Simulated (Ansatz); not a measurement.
**Run report: C7H7F6GaO2 (charge +1), geometry relaxation (part 2 of 2)**

Continued. System: C7H7F6GaO2 (GaMe2(hfac)), charge +1, multiplicity 2. Method: UKS PBE-D4/def2-SVP (Ansatz 0.2.0). The geometry: PBE-D4/def2-SVP start.

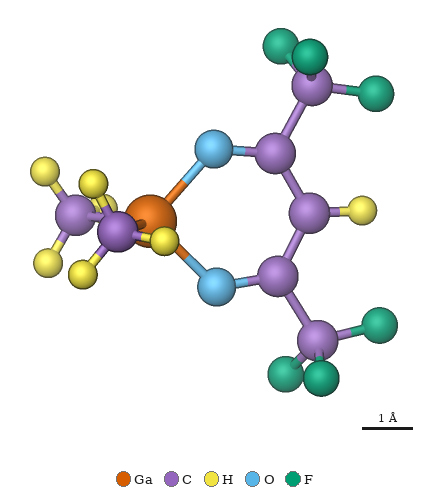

Fig. 1: The geometry at step 5 of the log (ball-and-stick view, seen at a tilt).

## Trajectory as extended XYZ, continued
```
23
Properties=species:S:1:pos:R:3:forces:R:3 step=3 energy=-80076.40947
Ga    1.2623   -0.0496    0.9903   -0.2577   0.0096  -0.2138
C     0.8087   -0.0261    2.9570    0.1880  -0.0070   0.1020
H    -0.2967    0.0313    2.9802    0.0259  -0.0014   0.0086
H     1.3040    0.8720    3.3810   -0.0696  -0.1033  -0.0474
H     1.2084   -0.9717    3.3785   -0.0586   0.1082  -0.0461
C     3.1002   -0.1136    0.1677    0.1170   0.0085   0.1596
H     2.9106   -0.2734   -0.9114    0.0153   0.0044   0.0213
H     3.6396   -0.9566    0.6462   -0.0593   0.0933  -0.0683
H     3.5660    0.8690    0.3894   -0.0472  -0.1066  -0.0349
O     0.2356    1.3815    0.1151    0.2094   0.0178   0.1688
C    -0.7696    1.2732   -0.6569   -0.2122  -0.2731  -0.1613
C    -1.3537    2.6210   -1.1568    0.0354  -0.1371   0.0390
F    -0.3987    3.2810   -1.8203   -0.0042   0.0446  -0.0131
F    -1.7439    3.3339   -0.0942   -0.0130   0.0502  -0.0034
F    -2.4016    2.4107   -1.9664    0.0054   0.0431   0.0002
C    -1.3622    0.0481   -1.0684    0.0604  -0.0025   0.0458
C    -0.8681   -1.2177   -0.6496   -0.1924   0.2893  -0.1595
C    -1.5444   -2.5177   -1.1595    0.0446   0.1331   0.0404
F    -1.8953   -3.2630   -0.1076   -0.0156  -0.0465  -0.0016
F    -0.6607   -3.1831   -1.9133   -0.0056  -0.0476  -0.0155
F    -2.6308   -2.2293   -1.8905    0.0014  -0.0425  -0.0029
O     0.1228   -1.4004    0.1267    0.2107  -0.0338   0.1681
H    -2.2325    0.0806   -1.7375    0.0219  -0.0008   0.0139
23
Properties=species:S:1:pos:R:3:forces:R:3 step=4 energy=-80076.43178
Ga    1.2087   -0.0472    0.9489   -0.0002   0.0016   0.0086
C     0.8895   -0.0294    2.9537    0.1036  -0.0008  -0.0035
H    -0.2140    0.0299    3.0316    0.0336  -0.0017   0.0252
H     1.4123    0.8673    3.3416   -0.0540  -0.0708  -0.0282
H     1.3130   -0.9777    3.3397   -0.0450   0.0719  -0.0262
C     3.1051   -0.1124    0.2433    0.0148  -0.0002   0.0959
H     2.9659   -0.2637   -0.8453    0.0300   0.0020   0.0225
H     3.6065   -0.9615    0.7478   -0.0383   0.0641  -0.0538
H     3.5545    0.8673    0.5002   -0.0272  -0.0662  -0.0264
O     0.2057    1.3737    0.0969    0.1511   0.1708   0.1090
C    -0.7994    1.2697   -0.6815   -0.2444  -0.2823  -0.1658
C    -1.3761    2.6224   -1.1763    0.0568  -0.1635   0.0534
F    -0.4175    3.2810   -1.8357    0.0234   0.0522  -0.0274
F    -1.7643    3.3346   -0.1127   -0.0178   0.0507   0.0211
F    -2.4225    2.4200   -1.9876   -0.0293   0.0332  -0.0244
C    -1.3913    0.0489   -1.0957    0.0714  -0.0035   0.0455
C    -0.8975   -1.2122   -0.6732   -0.2196   0.3009  -0.1723
C    -1.5668   -2.5183   -1.1770    0.0707   0.1604   0.0529
F    -1.9158   -3.2608   -0.1229   -0.0209  -0.0521   0.0266
F    -0.6797   -3.1842   -1.9260    0.0184  -0.0535  -0.0295
F    -2.6522   -2.2383   -1.9103   -0.0339  -0.0305  -0.0259
O     0.0945   -1.3901    0.1085    0.1389  -0.1821   0.1095
H    -2.2586    0.0810   -1.7681    0.0181  -0.0008   0.0131
23
Properties=species:S:1:pos:R:3:forces:R:3 step=5 energy=-80076.44039
Ga    1.1778   -0.0456    0.9266    0.0075   0.0001   0.0173
C     0.9552   -0.0314    2.9505   -0.0097   0.0056  -0.0281
H    -0.1440    0.0305    3.0860    0.0672  -0.0035  -0.0015
H     1.4994    0.8624    3.3103   -0.0297  -0.0321  -0.0153
H     1.3955   -0.9809    3.3092   -0.0242   0.0297  -0.0127
C     3.1096   -0.1121    0.3044   -0.0247  -0.0040  -0.0034
H     3.0230   -0.2557   -0.7920    0.0107   0.0057   0.0567
H     3.5812   -0.9654    0.8269   -0.0211   0.0290  -0.0300
H     3.5465    0.8638    0.5901   -0.0154  -0.0289  -0.0140
O     0.1821    1.3795    0.0827    0.0140   0.0568   0.0139
C    -0.8260    1.2656   -0.7003   -0.0247  -0.0938  -0.0309
C    -1.3976    2.6187   -1.1944    0.0249  -0.0577   0.0299
F    -0.4365    3.2780   -1.8516    0.0130   0.0128  -0.0132
F    -1.7855    3.3332   -0.1313   -0.0104   0.0191   0.0144
F    -2.4437    2.4238   -2.0083   -0.0167   0.0074  -0.0153
C    -1.4129    0.0494   -1.1159    0.0332  -0.0014   0.0340
C    -0.9224   -1.2066   -0.6929   -0.0237   0.0957  -0.0248
C    -1.5874   -2.5136   -1.1941    0.0340   0.0563   0.0242
F    -1.9370   -3.2563   -0.1389   -0.0120  -0.0171   0.0168
F    -0.6983   -3.1827   -1.9396    0.0114  -0.0157  -0.0129
F    -2.6728   -2.2417   -1.9308   -0.0181  -0.0062  -0.0155
O     0.0719   -1.3939    0.0934    0.0140  -0.0578   0.0111
H    -2.2780    0.0811   -1.7901    0.0006   0.0000  -0.0008
23
Properties=species:S:1:pos:R:3:forces:R:3 step=6 energy=-80076.44142
Ga    1.1716   -0.0453    0.9240    0.0294  -0.0009   0.0291
C     0.9560   -0.0311    2.9423    0.0012   0.0019   0.0144
H    -0.1407    0.0332    3.0843    0.0140  -0.0006  -0.0044
H     1.5022    0.8609    3.3000   -0.0061  -0.0065   0.0016
H     1.3941   -0.9810    3.2994   -0.0050   0.0055   0.0012
C     3.0988   -0.1112    0.3052    0.0220  -0.0002  -0.0044
H     3.0168   -0.2476   -0.7911   -0.0036   0.0023   0.0133
H     3.5668   -0.9688    0.8216   -0.0011   0.0051  -0.0076
H     3.5371    0.8610    0.5975   -0.0009  -0.0075  -0.0036
O     0.1836    1.3827    0.0858    0.0023   0.0343  -0.0023
C    -0.8230    1.2636   -0.6987   -0.0260   0.0148  -0.0072
C    -1.3949    2.6151   -1.1926   -0.0037   0.0059  -0.0040
F    -0.4335    3.2752   -1.8500    0.0029  -0.0014  -0.0002
F    -1.7839    3.3312   -0.1301    0.0014  -0.0055  -0.0014
F    -2.4410    2.4214   -2.0077    0.0004  -0.0002   0.0010
C    -1.4087    0.0490   -1.1127   -0.0027  -0.0004  -0.0087
C    -0.9194   -1.2049   -0.6905   -0.0228  -0.0125  -0.0151
C    -1.5840   -2.5108   -1.1916   -0.0039  -0.0056  -0.0042
F    -1.9358   -3.2538   -0.1365   -0.0010   0.0044   0.0007
F    -0.6943   -3.1817   -1.9360    0.0018   0.0025   0.0032
F    -2.6689   -2.2404   -1.9306    0.0020  -0.0003  -0.0008
O     0.0739   -1.3971    0.0963    0.0005  -0.0353  -0.0012
H    -2.2728    0.0805   -1.7883   -0.0010   0.0000   0.0007
23
Properties=species:S:1:pos:R:3:forces:R:3 step=7 energy=-80076.44168
Ga    1.1744   -0.0452    0.9275   -0.0124   0.0007  -0.0049
C     0.9560   -0.0305    2.9456    0.0020  -0.0003   0.0035
H    -0.1406    0.0354    3.0824   -0.0090   0.0007   0.0026
H     1.5009    0.8604    3.3069    0.0022   0.0018  -0.0016
H     1.3901   -0.9809    3.3057    0.0017  -0.0023  -0.0019
C     3.1006   -0.1111    0.3034    0.0093   0.0016  -0.0030
H     3.0115   -0.2410   -0.7926    0.0000   0.0005  -0.0074
H     3.5701   -0.9727    0.8113   -0.0030  -0.0022   0.0017
H     3.5430    0.8583    0.5981   -0.0017   0.0005   0.0014
O     0.1832    1.3850    0.0866   -0.0006  -0.0114   0.0011
C    -0.8235    1.2643   -0.6981    0.0065   0.0012   0.0045
C    -1.3956    2.6151   -1.1936   -0.0039   0.0035  -0.0012
F    -0.4338    3.2747   -1.8509   -0.0009  -0.0012   0.0007
F    -1.7852    3.3316   -0.1316    0.0001  -0.0007  -0.0024
F    -2.4414    2.4208   -2.0091    0.0025   0.0002   0.0017
C    -1.4081    0.0488   -1.1125    0.0013  -0.0002   0.0018
C    -0.9193   -1.2059   -0.6905    0.0043  -0.0011   0.0061
C    -1.5842   -2.5112   -1.1922   -0.0022  -0.0034  -0.0035
F    -1.9376   -3.2535   -0.1371   -0.0018   0.0022  -0.0017
F    -0.6938   -3.1826   -1.9353   -0.0008  -0.0001   0.0029
F    -2.6683   -2.2405   -1.9326    0.0037  -0.0008   0.0003
O     0.0739   -1.3995    0.0968    0.0026   0.0106  -0.0002
H    -2.2723    0.0802   -1.7880    0.0001   0.0000  -0.0004
```

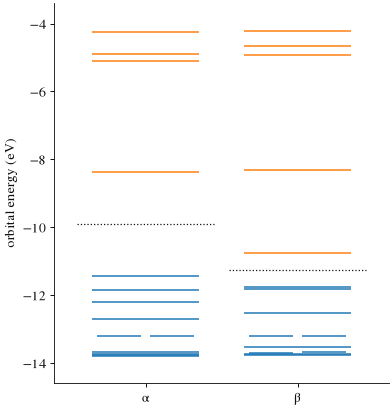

Fig. 2: Orbital energies near the frontier for α and β spins; the dotted line parts filled from empty levels, and levels within 0.02 eV of each other stand side by side. α: highest filled −11.42 eV, lowest empty −8.36 eV, 3.06 eV apart; β: highest filled −11.78 eV, lowest empty −10.76 eV, 1.02 eV apart.

This output came from the following input.

## The input
```yaml
crystal:
  periodic: [false, false, false]
  atoms:
    - {symbol: Ga, position_ang: [1.327145, -0.052667, 1.044308]}
    - {symbol: C, position_ang: [0.729274, -0.022808, 2.916494]}
    - {symbol: H, position_ang: [-0.375982, 0.033306, 2.965818]}
    - {symbol: H, position_ang: [1.148387, 0.853401, 3.450241]}
    - {symbol: H, position_ang: [1.057182, -0.938355, 3.448128]}
    - {symbol: C, position_ang: [3.050644, -0.116169, 0.102945]}
    - {symbol: H, position_ang: [2.891872, -0.302677, -0.978046]}
    - {symbol: H, position_ang: [3.698097, -0.920288, 0.507394]}
    - {symbol: H, position_ang: [3.586979, 0.848083, 0.216348]}
    - {symbol: O, position_ang: [0.280460, 1.418826, 0.134298]}
    - {symbol: C, position_ang: [-0.727895, 1.258552, -0.622328]}
    - {symbol: C, position_ang: [-1.326544, 2.588770, -1.130076]}
    - {symbol: F, position_ang: [-0.393098, 3.280657, -1.810026]}
    - {symbol: F, position_ang: [-1.730388, 3.334563, -0.083978]}
    - {symbol: F, position_ang: [-2.385996, 2.396639, -1.944484]}
    - {symbol: C, position_ang: [-1.320329, 0.047584, -1.026120]}
    - {symbol: C, position_ang: [-0.824165, -1.204721, -0.618408]}
    - {symbol: C, position_ang: [-1.513038, -2.485377, -1.139101]}
    - {symbol: F, position_ang: [-1.879696, -3.264158, -0.104597]}
    - {symbol: F, position_ang: [-0.653204, -3.179728, -1.910871]}
    - {symbol: F, position_ang: [-2.612704, -2.212990, -1.874159]}
    - {symbol: O, position_ang: [0.164017, -1.440868, 0.144971]}
    - {symbol: H, position_ang: [-2.191007, 0.080415, -1.688752]}
basis:
  gaussian: {orbitals: def2-SVP}
total_charge: 1
magnetization: {spin_polarized: true, initial_magnetization: 1}
hamiltonian: {xc: pbe, dispersion: d4}
scf: {lower_state_search: "off"}
output: {orbitals: {seedname: orbitals}}
relax: {f_tol: 0.03, max_steps: 70}
```

Launch command:
```bash
ansatz run in.yaml --threads 2 --pin off --events-out ev --progress --plain --max-ram 32768MiB --backend cuda --devices 0, --max-vram 18GiB
```

## Results in brief

| quantity | value |
| --- | --- |
| outcome | converged |
| total energy | −80076.4417 eV |
| mean-field energy | −80075.7733 eV |
| dispersion energy | −0.6684 eV |
| ⟨S²⟩ | 0.754 |
| HOMO (either spin) | −11.42 eV |
| LUMO (either spin) | −10.76 eV |
| largest force (length of the vector) at the end | 0.013 eV/Å |
| hardware | 2 CPU threads, shared host |
| wall time | 38 s (CPU time 45 s) |
| peak memory | 0.92 GiB |
